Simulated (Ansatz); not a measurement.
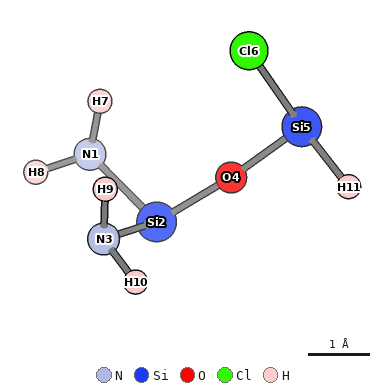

Si2N2H5OCl, before the relaxation. Style: ball-and-stick. Shown at a tilt.

The run prepares an end point of a later path (hydrogen shift) calculation, from a guessed geometry.

All numbers below come from RKS B3LYP-D4/def2-SVP (Ansatz 0.2.0).

The input:
```yaml
crystal:
  periodic: [false, false, false]
  atoms:
    - { symbol: "N", position_ang: [-1.483, -1.2751, 0.3497] }
    - { symbol: Si, position_ang: [0.1316, -1.2506, 0.0017] }
    - { symbol: "N", position_ang: [0.5071, -0.4699, 1.4517] }
    - { symbol: O, position_ang: [0.3947, -0.1663, -1.0263] }
    - { symbol: Si, position_ang: [0.509, 0.8926, -2.0714] }
    - { symbol: Cl, position_ang: [-0.2706, 2.5697, -1.0782] }
    - { symbol: H, position_ang: [-1.8195, -0.2713, 0.2093] }
    - { symbol: H, position_ang: [-1.5636, -1.3742, 1.3336] }
    - { symbol: H, position_ang: [0.1459, 0.4813, 1.4466] }
    - { symbol: H, position_ang: [1.5464, -0.3064, 1.4784] }
    - { symbol: H, position_ang: [1.9674, 1.1131, -2.0746] }
basis:
  gaussian: { orbitals: def2-SVP }
hamiltonian:
  xc: b3lyp
  dispersion: d4
relax:
  f_tol: 0.02
  max_steps: 50
output:
  orbitals: {}
```

Command:
```bash
ansatz run input.yaml --threads 2 --pin off --max-ram 3072MiB --backend cpu --events-out ev --progress --plain --runs-dir out
```

> Where does the relaxation end?

The energy falls by 5.402 eV in 31 geometry steps. The largest force component goes from 5.7 to 0.011 eV/Å. Si2 moves most after the best rigid fit: 1.54 Å. By element the largest moves are Si 1.54 Å, Cl 1.43 Å, H 0.98 Å, N 0.71 Å, O 0.54 Å. Some distances before and after: Si5–Cl6 2.099 → 4.193 Å, Si2–Cl6 3.990 → 2.088 Å, O4–Si5 1.492 → 1.668 Å, Si2–O4 1.517 → 1.675 Å. New bonds form, among them: Si2–Cl6 (3.99 → 2.09 Å). Bonds break, among them: Si5–Cl6 (2.10 → 4.19 Å). Among the angles between lasting bonds that change: Si2–O4–Si5 174.3° → 144.0°, N1–Si2–N3 92.5° → 109.4°, Si2–N1–H7 105.4° → 121.1°.

History of the run:

```json
{"step": "0", "E − E(0), eV": "0.0000", "largest force component, eV/Å": "5.6933"}
{"step": "1", "E − E(0), eV": "-1.7083", "largest force component, eV/Å": "3.1747"}
{"step": "2", "E − E(0), eV": "-2.5632", "largest force component, eV/Å": "1.7186"}
{"step": "3", "E − E(0), eV": "-2.8720", "largest force component, eV/Å": "0.9922"}
{"step": "4", "E − E(0), eV": "-3.1357", "largest force component, eV/Å": "0.9410"}
{"step": "5", "E − E(0), eV": "-3.3321", "largest force component, eV/Å": "1.2318"}
{"step": "6", "E − E(0), eV": "-3.6915", "largest force component, eV/Å": "1.3351"}
{"step": "7", "E − E(0), eV": "-3.9913", "largest force component, eV/Å": "1.0439"}
{"step": "8", "E − E(0), eV": "-4.1927", "largest force component, eV/Å": "1.5089"}
{"step": "9", "E − E(0), eV": "-4.3944", "largest force component, eV/Å": "1.2647"}
{"step": "10", "E − E(0), eV": "-4.6546", "largest force component, eV/Å": "0.5956"}
{"step": "11", "E − E(0), eV": "-4.8447", "largest force component, eV/Å": "0.5514"}
{"step": "12", "E − E(0), eV": "-4.9559", "largest force component, eV/Å": "0.6954"}
{"step": "13", "E − E(0), eV": "-5.0473", "largest force component, eV/Å": "0.5307"}
{"step": "14", "E − E(0), eV": "-5.1032", "largest force component, eV/Å": "0.3625"}
{"step": "16", "E − E(0), eV": "-5.1770", "largest force component, eV/Å": "0.6456"}
{"step": "17", "E − E(0), eV": "-5.2080", "largest force component, eV/Å": "0.4578"}
{"step": "18", "E − E(0), eV": "-5.2679", "largest force component, eV/Å": "0.3581"}
{"step": "19", "E − E(0), eV": "-5.3265", "largest force component, eV/Å": "0.2996"}
{"step": "20", "E − E(0), eV": "-5.3350", "largest force component, eV/Å": "0.8141"}
{"step": "21", "E − E(0), eV": "-5.3577", "largest force component, eV/Å": "0.5409"}
{"step": "22", "E − E(0), eV": "-5.3767", "largest force component, eV/Å": "0.2068"}
{"step": "23", "E − E(0), eV": "-5.3829", "largest force component, eV/Å": "0.2127"}
{"step": "24", "E − E(0), eV": "-5.3866", "largest force component, eV/Å": "0.2043"}
{"step": "25", "E − E(0), eV": "-5.3934", "largest force component, eV/Å": "0.1361"}
{"step": "27", "E − E(0), eV": "-5.4000", "largest force component, eV/Å": "0.1043"}
{"step": "28", "E − E(0), eV": "-5.4013", "largest force component, eV/Å": "0.0467"}
{"step": "29", "E − E(0), eV": "-5.4016", "largest force component, eV/Å": "0.0527"}
{"step": "30", "E − E(0), eV": "-5.4016", "largest force component, eV/Å": "0.0704"}
{"step": "31", "E − E(0), eV": "-5.4018", "largest force component, eV/Å": "0.0107"}
```

Final geometry:

```xyz
11

N    -1.7132   -0.7916    0.5597
Si   -0.4223    0.1850    0.0331
N     0.9069   -0.0158    1.0845
O     0.1533   -0.1329   -1.5075
Si    1.4909   -0.0228   -2.4974
Cl   -1.2157    2.1106   -0.1094
H    -2.6708   -0.5761    0.3059
H    -1.5732   -1.7784    0.7480
H     0.7896    0.1211    2.0832
H     1.8291    0.2748    0.7706
H     2.4906    0.5691   -1.4501
```

The end point in the same view:

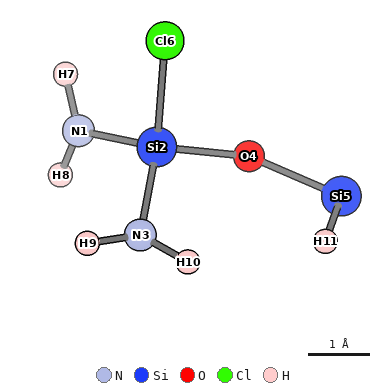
